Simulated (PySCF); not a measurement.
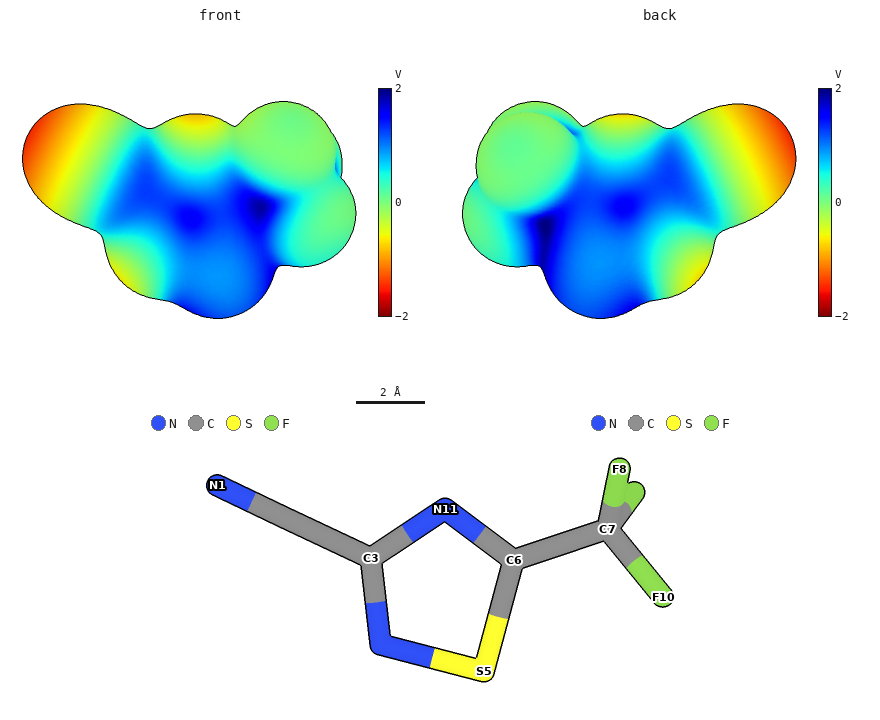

The picture shows: C4F3N3S (SMILES N#Cc1nsc(C(F)(F)F)n1). The electrostatic potential painted on the density surface at 0.002 e/bohr³, seen from the front and from behind; the colour scale runs from red (negative) to blue (positive). The bare structure is drawn below in the same view.

Geometry: GFN2-xTB.

The calculation used PySCF 2.14.0, PBE0/def2-SVPD, SCF density, gas phase.

```yaml
atoms:
  - { symbol: N, position_ang: [-3.7631, 1.3268, 0.1135] }
  - { symbol: C, position_ang: [-2.7866, 0.7338, 0.0733] }
  - { symbol: C, position_ang: [-1.5723, 0.0068, 0.0191] }
  - { symbol: N, position_ang: [-1.5567, -1.3075, -0.0665] }
  - { symbol: S, position_ang: [-0.0505, -1.8625, -0.1154] }
  - { symbol: C, position_ang: [0.5672, -0.2336, -0.0127] }
  - { symbol: C, position_ang: [2.0229, 0.1011, -0.0171] }
  - { symbol: F, position_ang: [2.3369, 1.0221, 0.8922] }
  - { symbol: F, position_ang: [2.4247, 0.5609, -1.2086] }
  - { symbol: F, position_ang: [2.7641, -0.9861, 0.2460] }
  - { symbol: N, position_ang: [-0.3813, 0.6408, 0.0500] }
```

Question: Where is the surface potential most negative and most positive?

Answer: The most negative region (about −1.4 V, or −32 kcal/mol for a unit charge) lies over N1, the most positive (about +1.8 V, or +42 kcal/mol for a unit charge) over S5, C6 and C7. N1 is the likeliest acceptor of a hydrogen bond.

Question: How polar is the molecule by this calculation?

Answer: Its dipole moment is 3.68 D.
